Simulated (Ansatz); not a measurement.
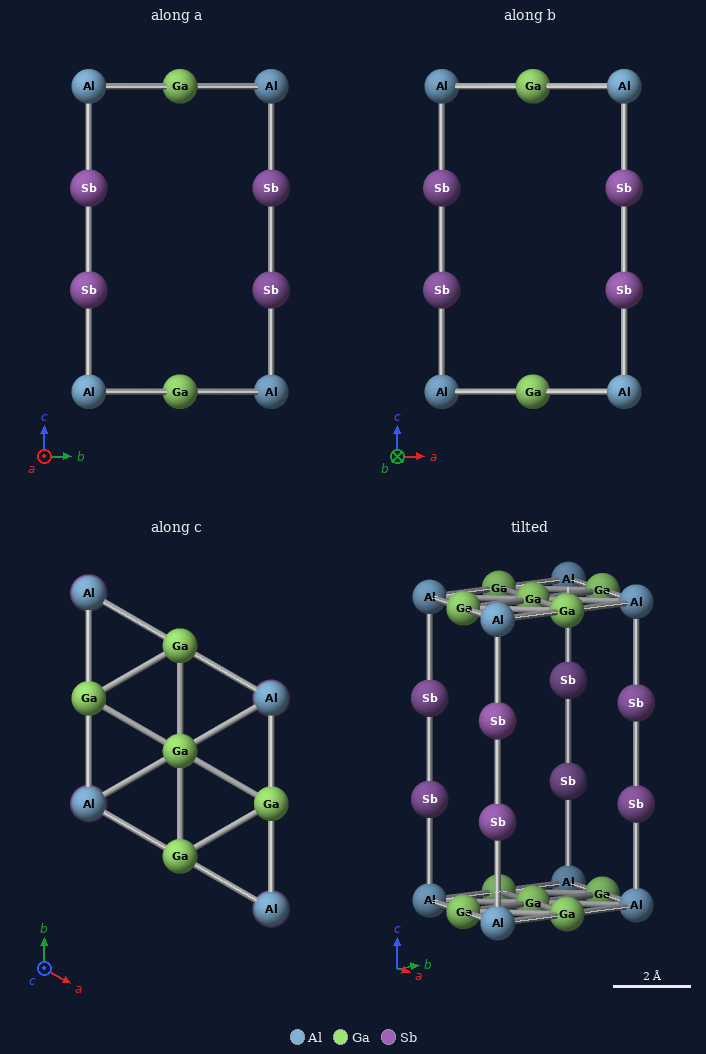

An orthographic ball-and-stick view of the structure, along the a axis, along the b axis, along the c axis and slightly off an axis. Thin lines show the conventional unit cell, with boundary atoms drawn in all their periodic places.

Lattice parameters: a = 5.520 Å, b = 5.520 Å, c = 8.008 Å, α = 90.00°, β = 90.00°, γ = 120.00°. Put a along x and b in the xy plane.

**Record the structure as a POSCAR file.**

```
Al Ga Sb
1.0
     5.520    0.000    0.000
    -2.760    4.781    0.000
     0.000    0.000    8.008
Al Ga Sb
1 3 2
Direct
  0.0000 0.0000 0.0000
  0.5000 0.0000 0.0000
  0.0000 0.5000 0.0000
  0.5000 0.5000 0.0000
  0.0000 0.0000 0.3333
  0.0000 0.0000 0.6667
```

Origin of the cell: a random cell made by a generator, so it need not be a real form of the compound. The geometry was optimised with DFT PBE, scalar-relativistic, plane waves, PAW (Ansatz).
